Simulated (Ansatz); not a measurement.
The starting structures come from a database of crystals and need not be the phases stable at ambient conditions.

 Where the default PAW files enter, the runs use the earlier of Ansatz's two default sets.

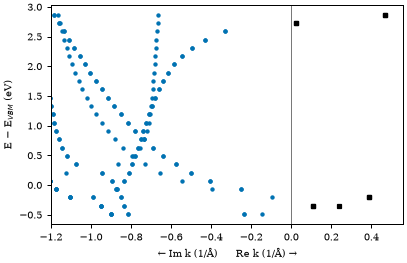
*Complex bands at the centre of the two-dimensional zone; r2SCAN (Ansatz, a quantum-chemistry and plane-wave program)*

The gap is the functional's own. No spin-orbit coupling. Mid-gap values are interpolated on the energy grid.

Problem. This is CaPdF$_{6}$ (R-3, not sure to be the ambient phase, 8 atoms a cell, 14.0 Å³ an atom) along the normal of (001). Read off the slowest decay at the centre of the two-dimensional zone at 1.33 eV, the computed energy nearest the middle of the gap.

Solution. κ ≈ 0.70 1/Å, a decay length 1/(2κ) of the density of 0.72 Å.
